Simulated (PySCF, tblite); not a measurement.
# C4H8SSi2: geometry, infrared bands and NMR shifts

What infrared bands and NMR shifts should C4H8SSi2 (`[SiH3]C1=C([SiH3])C(=S)C1`) show?

Computed with tblite 0.8.0 and PySCF 2.14.0, with density-fitted response routines of our own, on a single molecule in the gas phase. Atoms are numbered from 0 throughout.

### 1 The starting structure

15 atoms, charge 0, multiplicity 1; geometry from: force field or distance geometry start.

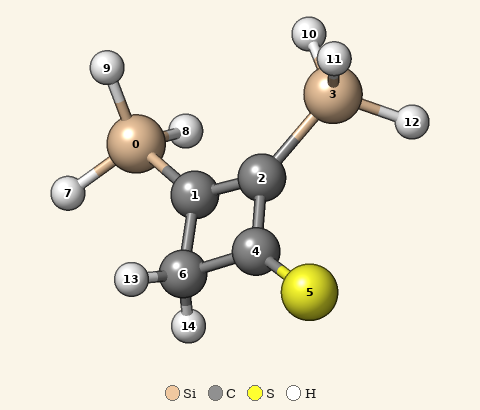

The starting geometry (silicon light orange, carbon grey, sulfur yellow, hydrogen white), atoms numbered.

### 2 Geometry optimisation with GFN2-xTB

What the job is given:

```
{"job": {"kind": "relax", "xc": "GFN2-xTB", "basis": "xTB"}, "charge": 0, "multiplicity": 1}
Si    -1.490600     1.603700    -0.631900
C     -0.681600     0.000900    -0.079400
C      0.614500    -0.407700     0.183100
Si     2.300100     0.404400     0.106300
C      0.154300    -1.745900     0.538800
S      0.917500    -3.095500     1.007500
C     -1.277000    -1.371700     0.272100
H     -2.959000     1.405400    -0.715000
H     -0.965200     1.989900    -1.960300
H     -1.209900     2.677700     0.355000
H      2.158700     1.808800    -0.320300
H      2.929900     0.378800     1.458200
H      3.164600    -0.304100    -0.850900
H     -1.913700    -1.419500     1.160000
H     -1.747000    -1.917200    -0.545100
```

Started as:

```sh
$ OMP_NUM_THREADS=1 python probes_run.py task.json out
```

The driver reads the jobs from task.json and runs them one after another.

Log:

```text
step      E/eV     max force
  0    -524.35452    0.966
  1    -524.37903    0.529
  2    -524.38934    0.251
  3    -524.39602    0.175
  4    -524.39848    0.125
  5    -524.40114    0.095
  6    -524.40259    0.094
  7    -524.40456    0.118
  8    -524.40635    0.121
  9    -524.40797    0.098
 10    -524.40874    0.054
 11    -524.40897    0.029
 12    -524.40904    0.021
 13    -524.40910    0.017
 14    -524.40916    0.017
 15    -524.40920    0.017
 16    -524.40923    0.012
 17    -524.40925    0.012
 18    -524.40927    0.012
 19    -524.40928    0.009
```

It took 0.32 s on 1 thread of Intel Xeon at 2.50GHz, shared host.

Step by step:

```tsv
step	energy from step 0 (eV)	largest force (eV/Å)
0	0.0000	0.9661
1	-0.0245	0.5285
2	-0.0348	0.2515
3	-0.0415	0.1750
4	-0.0440	0.1253
5	-0.0466	0.0952
6	-0.0481	0.0937
7	-0.0500	0.1183
8	-0.0518	0.1213
9	-0.0534	0.0978
10	-0.0542	0.0540
11	-0.0544	0.0286
12	-0.0545	0.0210
13	-0.0546	0.0175
14	-0.0546	0.0175
15	-0.0547	0.0170
16	-0.0547	0.0121
17	-0.0547	0.0124
18	-0.0548	0.0117
19	-0.0548	0.0095
```

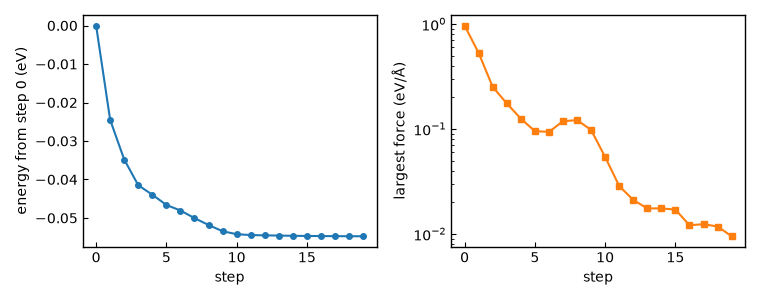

Energy and largest force along the relaxation.

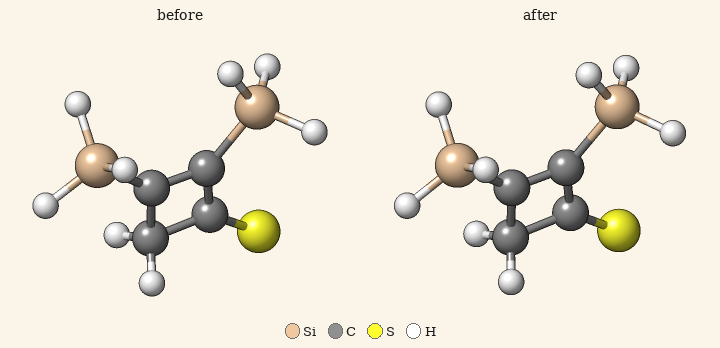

Before and after, at one scale.

Close pairs (by a distance rule), those that changed most:

```tsv
bond	before (Å)	after (Å)	change (Å)
Si3–H11	1.492	1.462	-0.029
Si0–H9	1.485	1.463	-0.022
Si0–H7	1.484	1.464	-0.020
C4–C6	1.503	1.523	+0.019
C1–C2	1.384	1.368	-0.017
Si0–H8	1.480	1.463	-0.016
C1–C6	1.537	1.521	-0.016
Si3–H10	1.475	1.464	-0.010
```

The final coordinates are the input of the step that follows.

### 3 Harmonic vibrations with GFN2-xTB

What the job is given:

```
{"job": {"kind": "ir", "xc": "GFN2-xTB", "basis": "xTB"}, "charge": 0, "multiplicity": 1}
Si    -1.486400     1.605382    -0.628469
C     -0.676494     0.008632    -0.072968
C      0.609141    -0.386121     0.175014
Si     2.304202     0.412008     0.111651
C      0.187129    -1.728129     0.529694
S      0.929232    -3.081818     1.005444
C     -1.264991    -1.351119     0.270182
H     -2.928163     1.362800    -0.704550
H     -0.954483     1.962622    -1.944092
H     -1.191095     2.644495     0.358597
H      2.112055     1.797805    -0.320581
H      2.887920     0.357331     1.451230
H      3.125496    -0.326821    -0.847029
H     -1.914771    -1.383549     1.144998
H     -1.743190    -1.885531    -0.551033
```

Log:

```text
mode    cm-1     km/mol
  1     -35.4      0.08
  2      32.5      0.51
  3      41.6      0.98
  4     103.6      0.32
  5     140.1      1.68
  6     180.9      0.76
  7     277.7      0.20
  8     360.0      2.47
  9     396.3      6.95
 10     458.5      5.47
 11     493.7      1.68
 12     527.0     17.62
 13     545.1     96.22
 14     551.1     79.59
 15     580.4     42.69
 16     702.4     21.76
 17     761.5    324.76
 18     768.8    393.11
 19     772.0     79.11
 20     777.1     78.54
 21     778.5    228.27
 22     791.2    600.11
 23     931.0      0.00
 24    1002.2     33.04
 25    1014.6      3.46
 26    1068.4      3.60
 27    1164.6     14.22
 28    1220.8      6.26
 29    1325.7    158.96
 30    1440.7      2.34
 31    1586.5     18.80
 32    2257.1    182.59
 33    2267.8    168.04
 34    2268.8    280.01
 35    2270.5    258.41
 36    2276.4    385.51
 37    2280.2    253.36
 38    2971.6     14.03
 39    2988.8     26.40
```

Run time: 1.1 s. Hardware: 1 thread of Intel Xeon at 2.50GHz, shared host.

Which atoms move in the most intense modes:

```tsv
cm⁻¹	km/mol	atoms
762	324.8	H10 20 %, H8 18 %, H9 18 %, H11 14 %
769	393.1	H8 26 %, H9 25 %, H11 18 %, H12 17 %
778	228.3	H7 55 %, H9 20 %, H8 15 %
791	600.1	H7 18 %, H8 16 %, H9 16 %, H10 13 %
2269	280.0	H7 89 %
2270	258.4	H9 43 %, H8 40 %, H10 12 %
2276	385.5	H12 86 %
2280	253.4	H11 92 %
```

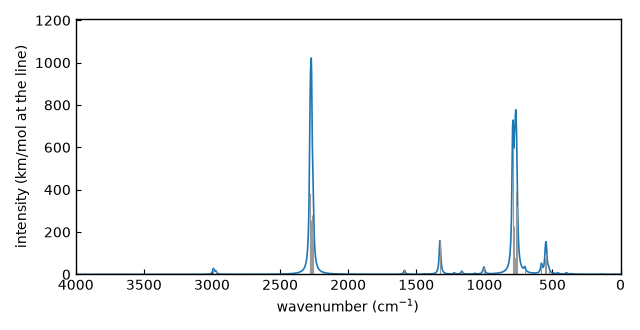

The infrared spectrum from these modes, unscaled. Lines are broadened to a width of 14 cm⁻¹ (Lorentzian).

### 4 Nuclear shieldings: PBE0/pcSseg-1

Settings changed since step 3:

```diff
@@ -1,2 +1,2 @@
-{"job": {"kind": "ir", "xc": "GFN2-xTB", "basis": "xTB"}, "charge": 0, "multiplicity": 1}
+{"job": {"kind": "nmr", "xc": "PBE0", "basis": "pcSseg-1"}, "charge": 0, "multiplicity": 1}
 Si    -1.486400     1.605382    -0.628469
```

Method: GIAO PBE0/pcSseg-1 NMR shielding, non-relativistic, gas phase.

Log:

```text
coarse grid: 14176 points
cycle   1  E = -1133.6268953229  dE =  7.734e-01  |g| = 3.112e-01  |ddm| = 3.794e+00
cycle   2  E = -1133.6000434329  dE =  2.685e-02  |g| = 4.501e-01  |ddm| = 9.453e-01
cycle   3  E = -1133.6533902371  dE = -5.335e-02  |g| = 1.321e-01  |ddm| = 6.395e-01
cycle   4  E = -1133.6578139283  dE = -4.424e-03  |g| = 4.229e-02  |ddm| = 1.847e-01
cycle   5  E = -1133.6583035213  dE = -4.896e-04  |g| = 9.595e-03  |ddm| = 6.225e-02
cycle   6  E = -1133.6583267017  dE = -2.318e-05  |g| = 3.581e-03  |ddm| = 1.448e-02
cycle   7  E = -1133.6583293088  dE = -2.607e-06  |g| = 1.529e-03  |ddm| = 5.238e-03
final grid: 123408 points
cycle   8  E = -1133.7018895781  dE = -7.502e-06  |g| = 9.246e-03  |ddm| = 3.542e-02
cycle   9  E = -1133.7018025768  dE =  8.700e-05  |g| = 1.939e-02  |ddm| = 3.134e-02
cycle  10  E = -1133.7019127821  dE = -1.102e-04  |g| = 1.542e-03  |ddm| = 2.353e-02
cycle  11  E = -1133.7019133818  dE = -5.997e-07  |g| = 2.535e-04  |ddm| = 1.607e-03
cycle  12  E = -1133.7019133944  dE = -1.255e-08  |g| = 1.044e-04  |ddm| = 3.126e-04
cycle  13  E = -1133.7019133968  dE = -2.422e-09  |g| = 4.189e-05  |ddm| = 1.176e-04
cycle  14  E = -1133.7019133973  dE = -4.475e-10  |g| = 1.006e-05  |ddm| = 5.880e-05
converged SCF energy = -1133.7019133973

GIAO shielding tensors (ppm)
atom      isotropic    diamagn.    paramagn.     s11        s22        s33       span
  0 Si     437.375     881.265    -443.889    413.678    436.849    461.600     47.922
  1 C      -15.501     257.952    -273.454   -158.963    -53.165    165.624    324.587
  2 C       10.733     252.365    -241.632   -101.393     -2.526    136.117    237.510
  3 Si     444.014     882.329    -438.314    430.260    444.562    457.221     26.961
  4 C      -64.761     263.100    -327.861   -201.296   -115.781    122.795    324.090
  5 S     -413.428    1057.068   -1470.496  -1778.861   -125.455    664.033   2442.894
  6 C      128.715     252.395    -123.680    116.971    120.296    148.878     31.907
  7 H       27.414      28.819      -1.405     24.189     25.996     32.057      7.868
  8 H       27.108      29.232      -2.123     23.979     26.000     31.346      7.367
  9 H       27.109      29.232      -2.122     23.981     25.998     31.349      7.367
 10 H       27.826      30.304      -2.478     24.298     27.557     31.623      7.325
 11 H       27.552      29.312      -1.759     24.568     25.801     32.288      7.720
 12 H       27.545      29.302      -1.757     24.556     25.801     32.278      7.722
 13 H       28.144      30.263      -2.118     25.528     28.315     30.589      5.061
 14 H       28.143      30.261      -2.118     25.523     28.315     30.592      5.069
```

It took 1.8 min on 1 thread of Intel Xeon at 2.50GHz, shared host; peak memory 0.88 GiB.

Shifts follow as δ = σ(reference) − σ, with reference shieldings (ppm) from runs at the same level and on the same kind of geometry: 1H TMS 31.72, 13C TMS 186.9, 29Si TMS 349.2, 33S CS2 504. The references are single molecules in the gas phase. Atoms listed in one row are averaged.

```tsv
atoms	environment	σ (ppm)	δ (ppm)	δ scaled to CDCl3
C4	thiocarbonyl carbon	-64.8	251.7	239.3
C1	fully substituted alkene carbon	-15.5	202.4	195.7
C2	fully substituted alkene carbon	10.7	176.2	170.0
C6	allylic sp3 CH2	128.7	58.2	54.9
H7, H8, H9	hydrogen on a silicon bonded to C	27.21	4.51	–
H10, H11, H12	hydrogen on a silicon bonded to C	27.64	4.08	–
H13, H14	hydrogen on an allylic sp3 CH2	28.14	3.57	3.47
Si0	silicon bonded to C, 3 H	437.4	-88.2	–
Si3	silicon bonded to C, 3 H	444.0	-94.9	–
S5	thione sulfur	-413	917	–
```

The scaled column applies a straight-line fit of computed shieldings to shifts measured in CDCl3, with any fitted terms for Cl, Br or S neighbours (root-mean-square error 0.16 ppm for H, 1.9 ppm for C).

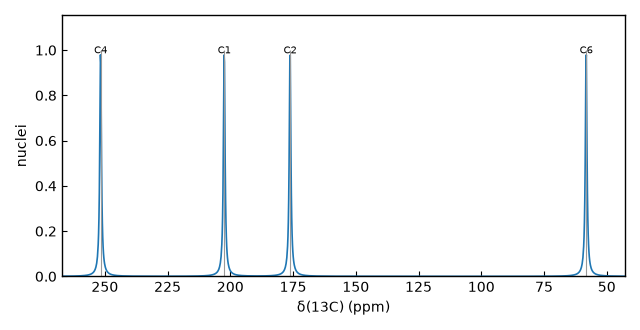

13C lines at the computed shifts, without couplings. Lines are broadened to a width of 0.77 ppm (Lorentzian).

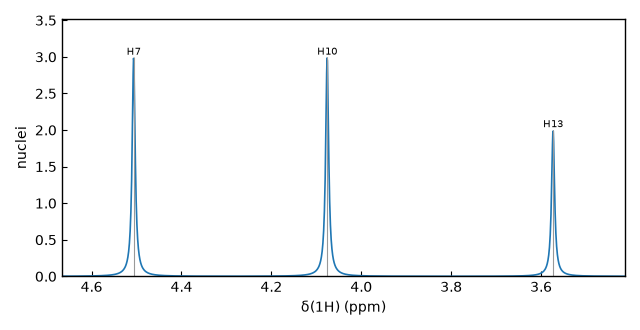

1H lines at the computed shifts, without couplings. Lines are broadened to a width of 0.01 ppm (Lorentzian).

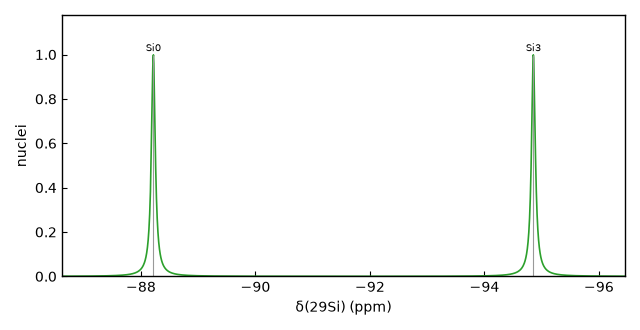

29Si lines at the computed shifts, without couplings. Lines are broadened to a width of 0.08 ppm (Lorentzian).

The run also stored atomic charges by several schemes (e):

```tsv
atoms	Mulliken	IAO	Hirshfeld	ESP fit
Si0	0.54	0.59	0.32	0.31
C1	-0.41	-0.20	-0.05	0.31
C2	-0.18	-0.28	-0.10	-0.30
Si3	0.55	0.59	0.31	0.25
C4	-0.27	-0.03	0.03	0.29
S5	-0.06	-0.07	-0.13	-0.21
C6	-0.01	-0.28	-0.08	-0.74
```

Hirshfeld charges:

Si0 0.32; C1 -0.05; C2 -0.10; Si3 0.31; C4 0.03; S5 -0.13; C6 -0.08; H7 -0.07; H8 -0.07; H9 -0.07; H10 -0.07; H11 -0.07; H12 -0.07; H13 0.05; H14 0.05

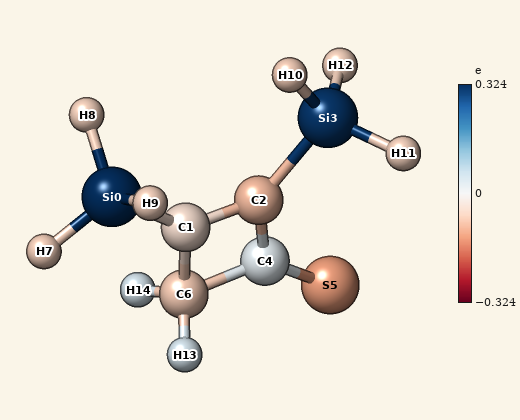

Hirshfeld charges, as colours on the atoms.

Mayer bond orders: Si0–C1 0.87, C1–C2 1.58, C2–Si3 0.91, C2–C4 0.98, C4–S5 1.83, C4–C6 0.95, C6–C1 1.02.

Ring of atoms C1, C2, C4, C6: NICS(0) 15.8, NICS(1) -1.5, NICS(1)zz 3.3 ppm (means of both faces).

Orbitals, density, ELF and potential are computed afterwards from the orbital file.

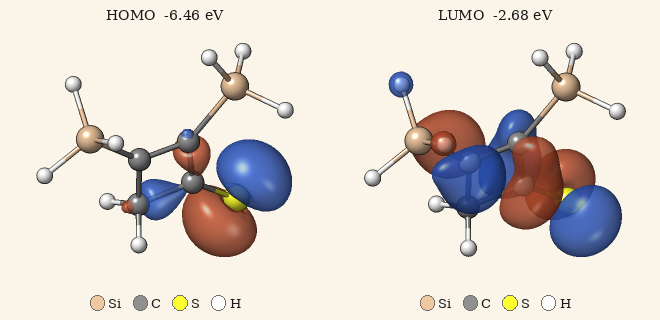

Frontier orbitals at PBE0/pcSseg-1; each surface holds 70 % of the orbital's density, blue and red mark the sign.

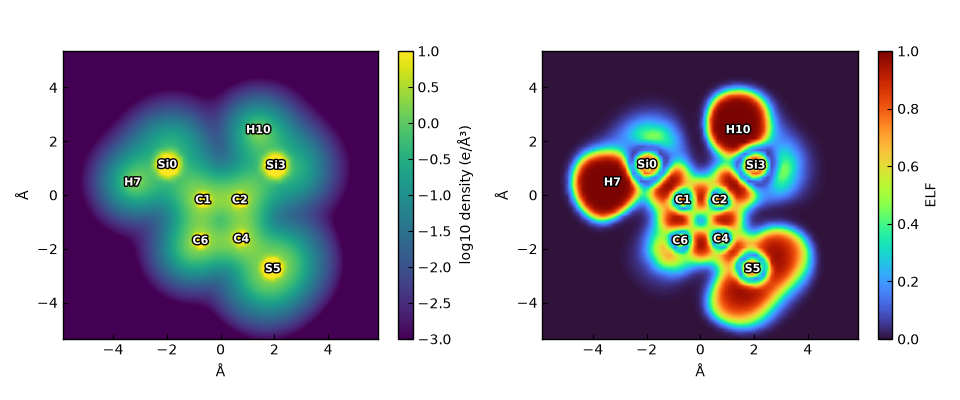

Density (left) and ELF (right) in a plane through or near 9 of the atoms.

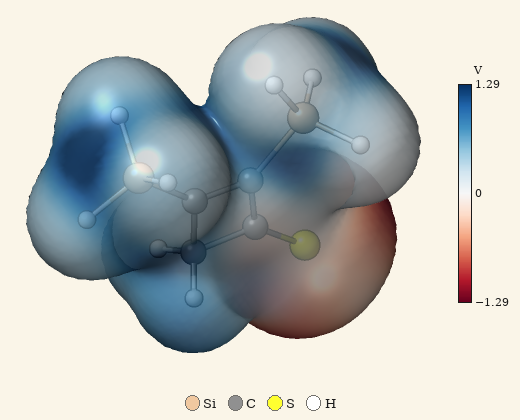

Electrostatic potential on the surface of density 0.002 e/bohr³; red is low, blue high. It runs from -1.07 V near S5 to 1.29 V near H7.

### 5 Results

| quantity | value |
| --- | --- |
| strongest single infrared mode (GFN2-xTB) | 791 cm⁻¹, 600 km/mol |
| zero-point energy (GFN2-xTB) | 57.7 kcal/mol |
| 13C shifts against TMS (PBE0/pcSseg-1) | 251.7, 202.4, 176.2, 58.2 ppm |
| 1H shifts against TMS (PBE0/pcSseg-1, means over atoms taken as alike) | 4.51, 4.08, 3.57 ppm |
| 29Si shifts against TMS (PBE0/pcSseg-1) | -88.2, -94.9 ppm |
| 33S shifts against CS2 (PBE0/pcSseg-1) | 917 ppm |
| surface potential, least and greatest | -1.07 V and 1.29 V |

The optimisation took 19 steps and gained 0.055 eV; among the close pairs (by a distance rule), Si3–H11 changed most, from 1.492 to 1.462 Å. The lowest mode is imaginary (35i cm⁻¹), so the xTB geometry is not a minimum. The strongest single mode, at 791 cm⁻¹, has its largest shares on H7, H8, H9 and H10 (the list is cut at 4 atoms). Unscaled tight-binding wavenumbers are off by several per cent, some by more. Its intensities can rank the bands wrongly. C4 (thiocarbonyl carbon) lies farthest downfield among carbon, at 251.7 ppm; low-lying n→π* states of the double bond to the heteroatom give a large paramagnetic term (-328 ppm). At PBE0/pcSseg-1: Shielding is most anisotropic at S5 (span 2443 ppm, paramagnetic term -1470 ppm). By nearest atom (PBE0/pcSseg-1), the HOMO sits on S5 81 % and the LUMO on S5 29 %; C1 29 %.
